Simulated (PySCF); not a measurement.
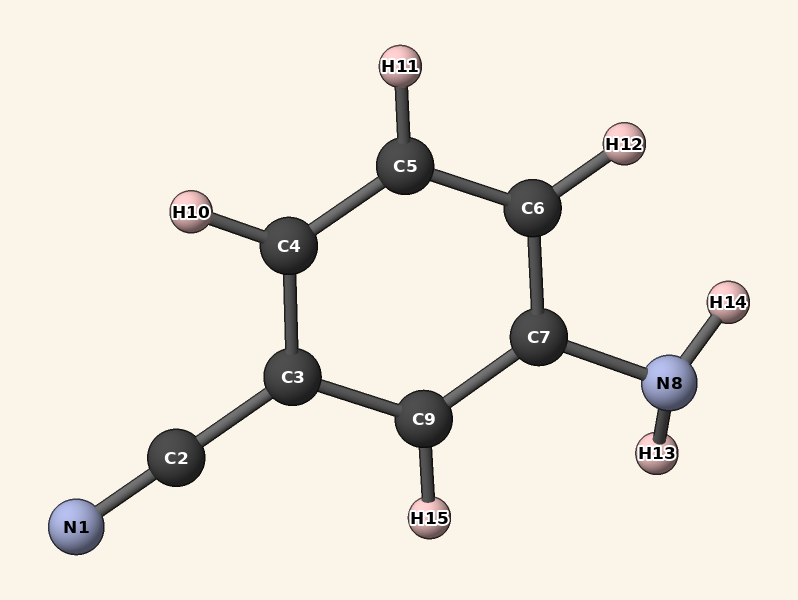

The questions are on Mulliken spin populations. Charge −1, doublet. Computed geometry: GFN2-xTB optimisation. No frequency run is at hand to confirm it as a minimum. Properties computed with UKS B3LYP, pcH-1 on C H N, non-relativistic (PySCF 2.14.0).

List the Mulliken spin populations.

```json
{"atom": "N1", "value (e)": "0.23"}
{"atom": "C2", "value (e)": "−0.02"}
{"atom": "C3", "value (e)": "0.26"}
{"atom": "C4", "value (e)": "0.07"}
{"atom": "C5", "value (e)": "0.00"}
{"atom": "C6", "value (e)": "0.36"}
{"atom": "C7", "value (e)": "−0.07"}
{"atom": "N8", "value (e)": "0.00"}
{"atom": "C9", "value (e)": "0.20"}
{"atom": "H10", "value (e)": "0.00"}
{"atom": "H11", "value (e)": "0.00"}
{"atom": "H12", "value (e)": "−0.02"}
{"atom": "H13", "value (e)": "0.00"}
{"atom": "H14", "value (e)": "0.01"}
{"atom": "H15", "value (e)": "−0.01"}
```

Mulliken values depend strongly on the basis set.
